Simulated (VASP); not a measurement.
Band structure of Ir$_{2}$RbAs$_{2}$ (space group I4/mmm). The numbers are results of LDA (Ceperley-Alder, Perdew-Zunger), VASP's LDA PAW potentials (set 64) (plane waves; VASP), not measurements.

Unless said otherwise, spin-orbit coupling is left out, though it shifts the bands of the heavy elements here.

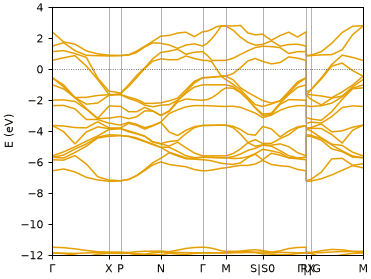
*Bands along high-symmetry lines, zero at the valence-band maximum or, without a gap, the Fermi level*

Read the plot: is there a gap, and where are the band edges?

It has no gap at this level: it comes out as a metal or semimetal.

The structure comes from a computed database's Ir2RbAs2 entry (I4/mmm); how it stands against other phases isn't given here. The cell was not relaxed at this level. The k-mesh is coarse (spacing up to 0.37 per Å, 2π included), so the numbers may not be converged in it. The electron count is odd and the run is not spin-polarised, which forces a metal.
